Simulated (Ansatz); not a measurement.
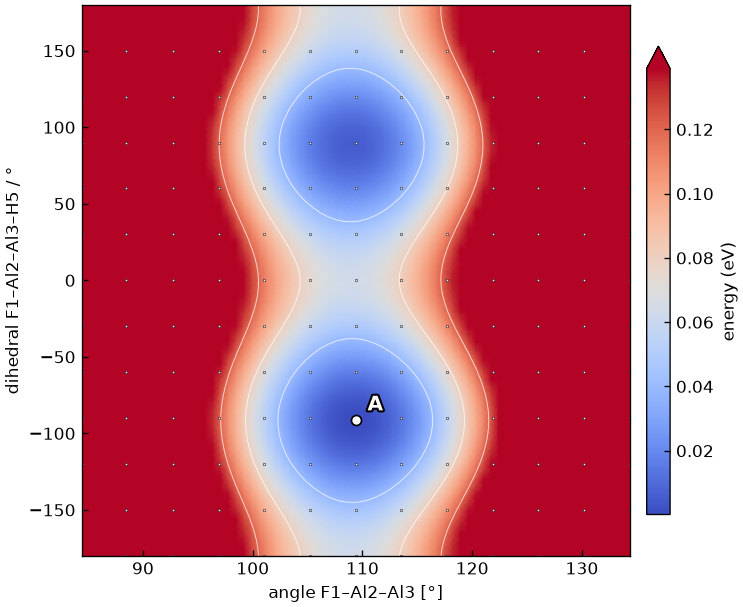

Al2FH2S, SMILES [F][Al]([AlH2])[S-], charge −1. Coordinates scanned: (1) angle F1–Al2–Al3; (2) dihedral F1–Al2–Al3–H5. Nothing is relaxed (all other coordinates rigid). Grid: 13 × 12 points. Points are written as (first, second). Energies: eV, counted from the relaxed molecule at the same level. Theory: RHF/def2-SVPD (Ansatz 0.2.0).

Drawn: a smooth colour map with a few white contour lines, dots at the grid points, one colour for all values above the top of the scale, the well A. Between grid points the surface is interpolated.

**Where is the minimum, and how stiff is the well along each coordinate? Take the well at A.**

The interpolated minimum is at angle F1–Al2–Al3 ≈ 109.4°, dihedral F1–Al2–Al3–H5 ≈ −91°. The curvatures there are about 5.2 eV/rad² and 0.13 eV/rad², with a cross term of about 0 eV/rad². Round the minimum the two coordinates are nearly uncoupled.
